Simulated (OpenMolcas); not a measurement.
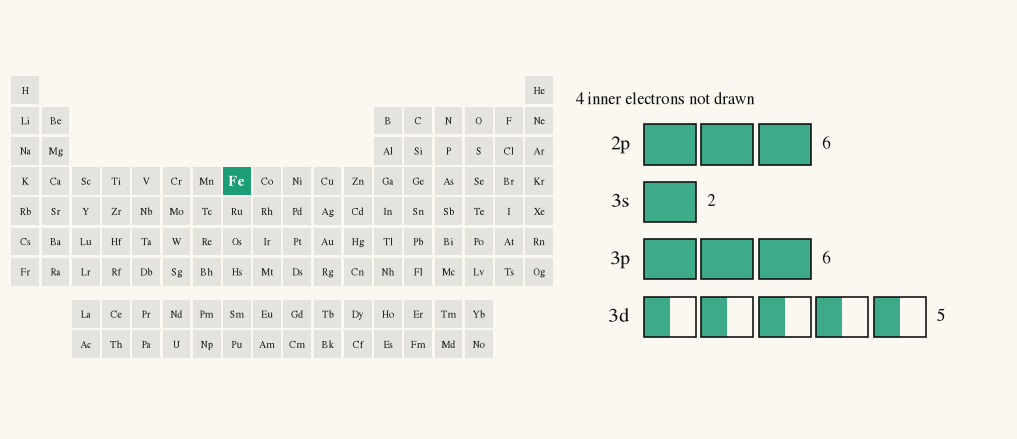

Left, the place of iron in the periodic table; right, the outer shells of the leading configuration of the lowest level: a box for each of the 2l + 1 orbitals, shaded by the share of the shell that is filled, with the electron count at the right.

# Multiconfigurational calculation: Fe³⁺ complex (part 1 of 2)

- system: Fe³⁺ with 6 ligands (H2O and Cl; tetragonal octahedron, 2 Å), with no charges around it.
- method: state-averaged CASSCF, active space 5 electrons in the shell 3d, basis ANO-RCC-VTZP on the metal and ANO-RCC-VDZP on the ligands, DKH2 scalar Hamiltonian, spin-orbit coupling by RASSI with atomic mean-field integrals (OpenMolcas)

## Results in brief

```tsv
quantity	value
outcome	converged
energy of the lowest spin-free term	−2497.59616 hartree
energy of the lowest spin-orbit level	−2497.59629 hartree
largest spread among components of a term	0.0 cm⁻¹
hardware	1 thread of Arm Neoverse V1, 24 GiB of memory available, shared host
wall time	94 s
peak memory	0.2 GiB
```

## Remarks

Without dynamic correlation the splittings between terms come out too large, often by 20 to 50 %. Limits: small active space favours high spin, ground spin may be wrong; distances are set from ionic radii, not optimised.

## The input
```
&GATEWAY
Coord
15

Fe 0.0 0.0 0.0
O 2.000000 0.000000 0.000000
H 2.576978 0.779741 0.000000
H 2.576978 -0.779741 0.000000
O 0.000000 2.000000 0.000000
H 0.000000 2.576978 0.779741
H 0.000000 2.576978 -0.779741
O -2.000000 0.000000 0.000000
H -2.576978 0.779741 0.000000
H -2.576978 -0.779741 0.000000
O 0.000000 -2.000000 0.000000
H 0.000000 -2.576978 0.779741
H 0.000000 -2.576978 -0.779741
Cl 0.000000 0.000000 2.526000
Cl 0.000000 0.000000 -2.526000
Basis=Fe.ANO-RCC-VTZP,Cl.ANO-RCC-VDZP,H.ANO-RCC-VDZP,O.ANO-RCC-VDZP
Group=XYZ
NoMove
AngMom=0.0 0.0 0.0
AMFI
RICD
&SEWARD
&RASSCF
FileOrb=start.orb
Symmetry=1
Spin=6
nActEl=5 0 0
Inactive=22 25
Ras2=5 0
CIRoot=1 1 1
SDav=1
CIMx=300
Iter=150 100
PrWF=0.3
OrbListing=Nothing
MaxOrb=0
LevShft=1.0
>>> COPY $Project.JobIph JOB001
&RASSCF
FileOrb=start.orb
Symmetry=1
Spin=4
nActEl=5 0 0
Inactive=22 25
Ras2=5 0
CIRoot=24 24 1
SDav=24
CIMx=300
Iter=150 100
PrWF=0.3
OrbListing=Nothing
MaxOrb=0
LevShft=1.0
>>> COPY $Project.JobIph JOB002
&RASSCF
FileOrb=start.orb
Symmetry=1
Spin=2
nActEl=5 0 0
Inactive=22 25
Ras2=5 0
CIRoot=75 75 1
SDav=75
CIMx=300
Iter=150 100
PrWF=0.3
OrbListing=Nothing
MaxOrb=0
LevShft=1.0
>>> COPY $Project.JobIph JOB003
&RASSI
NrOfJobIphs=3 1 24 75
1
1 2 3 4 5 6 7 8 9 10 11 12 13 14 15 16 17 18 19 20 21 22 23 24
1 2 3 4 5 6 7 8 9 10 11 12 13 14 15 16 17 18 19 20 21 22 23 24 25 26 27
28 29 30 31 32 33 34 35 36 37 38 39 40 41 42 43 44 45 46 47 48 49 50 51
52 53 54 55 56 57 58 59 60 61 62 63 64 65 66 67 68 69 70 71 72 73 74 75
IphNames
JOB001
JOB002
JOB003
EJob
SpinOrbit
DIPRint=1.0
SOCoupling=1000.0
Subsets=2
Property=9
'ANGMOM' 1 'ANGMOM' 2 'ANGMOM' 3 'MLTPL  1' 1 'MLTPL  1' 2 'MLTPL  1' 3
'AMFI' 1 'AMFI' 2 'AMFI' 3
SOProperty=3
'ANGMOM' 1 'ANGMOM' 2 'ANGMOM' 3
```

The file start.orb holds starting orbitals from an earlier step. A driver script formed the levels outside the program, from RASSI's spin-orbit matrix and the active-space energies, averaged over the components of each term or state.

Command:
```bash
OMP_NUM_THREADS=1 MOLCAS_MEM=2457 MOLCAS_PROJECT=a pymolcas a.inp > a.log  # once for each step of the input, in one work folder
```

## Log (extracts)
```
--- SEWARD ---
Basis set label: FE.ANO-RCC...6S5P3D2F1G.

      Electronic valence basis set:
      ------------------
      Associated Effective Charge  26.000000 au
      Associated Actual Charge     26.000000 au
      Nuclear Model: Point charge

      Shell  nPrim  nBasis  Cartesian Spherical Contaminant
         s      21       6        X
         p      15       5        X
         d      10       3                 X
         f       6       2                 X
         g       4       1                 X
                  Relativistic Douglas-Kroll-Hess integrals:
                    - DKH order of Hamiltonian: 2
                    - DKH order of Properties : 0
                  Atomic mean-field integrals
--- RASSCF ---
Wave function specifications:
      -----------------------------

      Number of closed shell electrons          94
      Number of electrons in active shells       5
      Max number of holes in RAS1 space          0
      Max nr of electrons in RAS3 space          0
      Number of inactive orbitals               47
      Number of active orbitals                  5
      Number of secondary orbitals             139
      Spin quantum number                      2.5
      State symmetry                             1
Orbital specifications:
      -----------------------

      Symmetry species                           1   2
                                                ag  au
      Frozen orbitals                            0   0
      Inactive orbitals                         22  25
      Active orbitals                            5   0
      RAS1 orbitals                              0   0
      RAS2 orbitals                              5   0
      RAS3 orbitals                              0   0
      Secondary orbitals                        69  70
      Deleted orbitals                           0   0
      Number of basis functions                 96  95
      Number of CSFs                             1
      Number of root(s) required                 1
      Iter CI   SX   CI       RASSCF       Energy    max ROT     max BLB   max BLB  Level Ln srch  Step   QN
          iter iter root      energy       change     param      element    value   shift minimum  type update
 Nr of preliminary CI iterations:   1
      Total energies have been shifted. Add                -2000.00 au
        1   1   14    1  -497.18995562    0.00E+00  -8.82E-02   27  33 1  3.20E-01*  1.46   0.00    SX    NO
        2   1   15    1  -497.51003204   -3.20E-01* -5.81E-02   16  54 1  1.04E-01*  1.16   0.00    SX    NO
        3   1   14    1  -497.57233645   -6.23E-02* -4.15E-02   23  28 2  5.58E-02*  1.09   0.00    SX    NO
        4   1   14    1  -497.58779531   -1.55E-02* -2.72E-02   20  31 1  3.29E-02*  1.05   0.00    SX    NO
        5   1   13    1  -497.59265498   -4.86E-03* -3.46E-02   20  31 1  2.05E-02*  1.03   2.42    LS   YES
        6   1   13    1  -497.59519652   -2.54E-03*  1.28E-02   16  28 1 -9.27E-03*  1.01   1.11    QN   YES
        7   1   13    1  -497.59580197   -6.05E-04*  1.34E-02   20  25 1  4.84E-03*  1.01   2.08    LS   YES
        8   1   12    1  -497.59602533   -2.23E-04*  3.24E-03   17  27 1  3.51E-03*  1.01   1.04    QN   YES
        9   1   11    1  -497.59611989   -9.46E-05*  2.10E-03   17  27 1  1.62E-03*  1.01   1.65    LS   YES
       10   1   11    1  -497.59613742   -1.75E-05* -2.16E-03    6  38 2  2.09E-03*  1.01   1.01    QN   YES
       11   1   10    1  -497.59615435   -1.69E-05* -1.74E-03   20  31 1  8.94E-04*  1.01   1.81    LS   YES
       12   1   10    1  -497.59615861   -4.25E-06* -3.51E-04    6  48 2  8.71E-04*  1.01   1.00    QN   YES
       13   1    9    1  -497.59616078   -2.18E-06* -3.35E-04   24  27 2  3.00E-04*  1.01   1.95    LS   YES
       14   1    9    1  -497.59616147   -6.86E-07*  1.95E-04    4  46 2 -3.66E-04*  1.01   1.01    QN   YES
       15   1    9    1  -497.59616189   -4.16E-07*  1.37E-04   20  34 1 -1.30E-04*  1.01   1.70    LS   YES
       16   1    9    1  -497.59616197   -8.48E-08*  9.54E-05    5  37 2 -2.33E-04*  1.01   0.99    QN   YES
       17   1    8    1  -497.59616207   -1.01E-07*  4.43E-05    3  38 2  6.17E-05   1.01   1.29    QN   YES
       18   1    7    1  -497.59616209   -2.12E-08*  2.62E-05   20  37 1 -2.51E-05   1.01   1.43    QN   YES
       19   1    6    1  -497.59616210   -5.61E-09  -7.97E-06    3  38 2 -1.59E-05   1.01   1.31    QN   YES
      Convergence after 19 iterations
       20   1    6    1  -497.59616210   -1.16E-09  -7.97E-06   20  28 1  6.02E-06   1.01   1.31    QN   YES
      Natural orbitals and occupation numbers for root  1
      sym 1:   1.000000   1.000000   1.000000   1.000000   1.000000
::    RASSCF root number  1 Total energy:  -2497.59616210
--- RASSCF ---
Wave function specifications:
      -----------------------------

      Number of closed shell electrons          94
      Number of electrons in active shells       5
      Max number of holes in RAS1 space          0
      Max nr of electrons in RAS3 space          0
      Number of inactive orbitals               47
      Number of active orbitals                  5
      Number of secondary orbitals             139
      Spin quantum number                      1.5
      State symmetry                             1
Orbital specifications:
      -----------------------

      Symmetry species                           1   2
                                                ag  au
      Frozen orbitals                            0   0
      Inactive orbitals                         22  25
      Active orbitals                            5   0
      RAS1 orbitals                              0   0
      RAS2 orbitals                              5   0
      RAS3 orbitals                              0   0
      Secondary orbitals                        69  70
      Deleted orbitals                           0   0
      Number of basis functions                 96  95
      Number of CSFs                            24
      Number of root(s) required                24
      Iter CI   SX   CI       RASSCF       Energy    max ROT     max BLB   max BLB  Level Ln srch  Step   QN
          iter iter root      energy       change     param      element    value   shift minimum  type update
 Nr of preliminary CI iterations:   1
      Total energies have been shifted. Add                -2000.00 au
        1   1   11    0  -497.39330577    0.00E+00   1.38E-02   24  30 1 -2.45E-02*  1.00   0.00    SX    NO
        2   1   11    0  -497.39580769   -2.50E-03* -1.29E-02   20  25 1  1.44E-02*  1.01   0.00    SX    NO
        3   1   11    0  -497.39667612   -8.68E-04*  9.04E-03   20  25 1  1.01E-02*  1.00   0.00    SX    NO
        4   1   11    0  -497.39705700   -3.81E-04*  7.09E-03   20  25 1  7.90E-03*  1.00   0.00    SX    NO
        5   1   11    0  -497.39724302   -1.86E-04*  1.04E-02   20  25 1  5.95E-03*  1.00   2.50    LS   YES
        6   1   10    0  -497.39740234   -1.59E-04*  7.08E-03   20  25 1  3.09E-03*  1.00   1.70    LS   YES
        7   1   10    0  -497.39743464   -3.23E-05* -1.96E-03   13  38 2  2.90E-03*  1.00   1.02    QN   YES
        8   1   10    0  -497.39745245   -1.78E-05* -3.26E-03   17  27 1  1.18E-03*  1.00   1.73    QN   YES
        9   1    9    0  -497.39746445   -1.20E-05* -8.15E-04   12  36 2 -6.93E-04*  1.00   1.21    QN   YES
       10   1    9    0  -497.39746552   -1.07E-06* -2.90E-04   13  38 2 -2.50E-04*  1.00   1.34    QN   YES
       11   1    8    0  -497.39746579   -2.65E-07*  1.45E-04   20  34 1 -1.09E-04*  1.00   1.48    QN   YES
       12   1    7    0  -497.39746588   -8.84E-08*  9.97E-05   12  36 2  7.26E-05   1.00   1.39    QN   YES
       13   1    7    0  -497.39746590   -2.68E-08*  7.18E-05   12  36 2  4.43E-05   1.00   1.54    QN   YES
       14   1    6    0  -497.39746591   -1.12E-08* -3.03E-05   21  30 1  1.39E-05   1.00   1.36    QN   YES
       15   1    5    0  -497.39746592   -3.05E-09  -9.59E-06   12  36 2 -8.54E-06   1.00   1.35    QN   YES
      Convergence after 15 iterations
       16   1    5    0  -497.39746592   -7.14E-10  -9.59E-06   11  37 2 -5.74E-06   1.00   1.35    QN   YES
      Natural orbitals and occupation numbers for root  1
      sym 1:   0.999213   1.934907   0.065038   1.000787   1.000055
      Natural orbitals and occupation numbers for root  2
      sym 1:   1.929492   0.997451   1.000001   1.002549   0.070507
      Natural orbitals and occupation numbers for root  3
      sym 1:   0.997187   1.927142   0.072829   1.002813   1.000029
::    RASSCF root number  1 Total energy:  -2497.47495794
::    RASSCF root number  2 Total energy:  -2497.47345376
::    RASSCF root number  3 Total energy:  -2497.47101485
::    RASSCF root number  4 Total energy:  -2497.45342955
::    RASSCF root number  5 Total energy:  -2497.44927548
::    RASSCF root number  6 Total energy:  -2497.44526841
::    RASSCF root number  7 Total energy:  -2497.44340581
::    RASSCF root number  8 Total energy:  -2497.43872602
::    RASSCF root number  9 Total energy:  -2497.43844845
::    RASSCF root number 10 Total energy:  -2497.41312244
::    RASSCF root number 11 Total energy:  -2497.41153838
::    RASSCF root number 12 Total energy:  -2497.40861324
::    RASSCF root number 13 Total energy:  -2497.40357007
::    RASSCF root number 14 Total energy:  -2497.40225962
::    RASSCF root number 15 Total energy:  -2497.38673567
::    RASSCF root number 16 Total energy:  -2497.38315755
::    RASSCF root number 17 Total energy:  -2497.38229818
::    RASSCF root number 18 Total energy:  -2497.34229483
::    RASSCF root number 19 Total energy:  -2497.32758171
::    RASSCF root number 20 Total energy:  -2497.32602562
::    RASSCF root number 21 Total energy:  -2497.32470745
::    RASSCF root number 22 Total energy:  -2497.31670463
::    RASSCF root number 23 Total energy:  -2497.31159800
::    RASSCF root number 24 Total energy:  -2497.31099438
--- RASSCF ---
Wave function specifications:
      -----------------------------

      Number of closed shell electrons          94
      Number of electrons in active shells       5
      Max number of holes in RAS1 space          0
      Max nr of electrons in RAS3 space          0
      Number of inactive orbitals               47
      Number of active orbitals                  5
      Number of secondary orbitals             139
      Spin quantum number                      0.5
      State symmetry                             1
Orbital specifications:
      -----------------------

      Symmetry species                           1   2
                                                ag  au
      Frozen orbitals                            0   0
      Inactive orbitals                         22  25
      Active orbitals                            5   0
      RAS1 orbitals                              0   0
      RAS2 orbitals                              5   0
      RAS3 orbitals                              0   0
      Secondary orbitals                        69  70
      Deleted orbitals                           0   0
      Number of basis functions                 96  95
      Number of CSFs                            75
      Number of root(s) required                75
      Iter CI   SX   CI       RASSCF       Energy    max ROT     max BLB   max BLB  Level Ln srch  Step   QN
          iter iter root      energy       change     param      element    value   shift minimum  type update
 Nr of preliminary CI iterations:   1
      Total energies have been shifted. Add                -2000.00 au
        1   1   11    0  -497.28095059    0.00E+00   8.26E-03   27  33 1 -1.31E-02*  0.99   0.00    SX    NO
        2   1   11    0  -497.28196708   -1.02E-03* -7.83E-03   20  25 1  8.71E-03*  0.99   0.00    SX    NO
        3   1   11    0  -497.28236615   -3.99E-04* -5.44E-03   20  25 1  6.04E-03*  0.99   0.00    SX    NO
        4   1   11    0  -497.28255350   -1.87E-04* -4.33E-03   20  25 1  4.81E-03*  0.99   0.00    SX    NO
        5   1   10    0  -497.28264925   -9.57E-05* -6.37E-03   20  25 1  3.61E-03*  0.98   2.50    LS   YES
        6   1   10    0  -497.28273457   -8.53E-05* -4.92E-03   20  25 1  1.82E-03*  0.98   1.78    LS   YES
        7   1   10    0  -497.28275508   -2.05E-05* -9.64E-04   13  38 2  2.03E-03*  0.98   1.02    QN   YES
        8   1   10    0  -497.28276383   -8.76E-06* -1.57E-03   17  27 1  8.10E-04*  0.98   1.60    QN   YES
        9   1    9    0  -497.28276968   -5.85E-06* -4.73E-04   12  36 2 -5.32E-04*  0.98   1.28    QN   YES
       10   1    9    0  -497.28277037   -6.87E-07*  1.28E-04   13  38 2 -1.75E-04*  0.98   1.23    QN   YES
       11   1    8    0  -497.28277048   -1.11E-07* -5.97E-05   20  34 1 -5.80E-05   0.98   1.53    QN   YES
       12   1    7    0  -497.28277052   -3.78E-08* -3.17E-05   11  37 2  3.91E-05   0.98   1.26    QN   YES
       13   1    6    0  -497.28277053   -7.43E-09  -3.13E-05   11  37 2  2.21E-05   0.98   1.47    QN   YES
      Convergence after 13 iterations
       14   1    6    0  -497.28277053   -3.34E-09  -3.13E-05   27  33 1  7.40E-06   0.98   1.47    QN   YES
      Natural orbitals and occupation numbers for root  1
      sym 1:   1.867576   1.870175   0.141824   1.074068   0.046356
      Natural orbitals and occupation numbers for root  2
      sym 1:   1.847379   1.844269   0.166082   1.092640   0.049629
      Natural orbitals and occupation numbers for root  3
      sym 1:   1.104143   1.834589   1.826773   0.045359   0.189137
::    RASSCF root number  1 Total energy:  -2497.43407494
::    RASSCF root number  2 Total energy:  -2497.42954061
::    RASSCF root number  3 Total energy:  -2497.42677889
::    RASSCF root number  4 Total energy:  -2497.40561220
::    RASSCF root number  5 Total energy:  -2497.40266152
::    RASSCF root number  6 Total energy:  -2497.40151682
::    RASSCF root number  7 Total energy:  -2497.39880882
::    RASSCF root number  8 Total energy:  -2497.39391824
::    RASSCF root number  9 Total energy:  -2497.39345028
::    RASSCF root number 10 Total energy:  -2497.39030520
::    RASSCF root number 11 Total energy:  -2497.38512576
::    RASSCF root number 12 Total energy:  -2497.38296053
::    RASSCF root number 13 Total energy:  -2497.37609186
::    RASSCF root number 14 Total energy:  -2497.36268534
::    RASSCF root number 15 Total energy:  -2497.36218374
::    RASSCF root number 16 Total energy:  -2497.36100231
::    RASSCF root number 17 Total energy:  -2497.36089464
::    RASSCF root number 18 Total energy:  -2497.35916105
::    RASSCF root number 19 Total energy:  -2497.35806099
::    RASSCF root number 20 Total energy:  -2497.35625427
::    RASSCF root number 21 Total energy:  -2497.35089341
::    RASSCF root number 22 Total energy:  -2497.34311178
::    RASSCF root number 23 Total energy:  -2497.34054063
::    RASSCF root number 24 Total energy:  -2497.33702845
::    RASSCF root number 25 Total energy:  -2497.32856841
::    RASSCF root number 26 Total energy:  -2497.32806966
::    RASSCF root number 27 Total energy:  -2497.32758790
::    RASSCF root number 28 Total energy:  -2497.32726464
::    RASSCF root number 29 Total energy:  -2497.32603151
::    RASSCF root number 30 Total energy:  -2497.32395967
```

(Continued in part 2.)
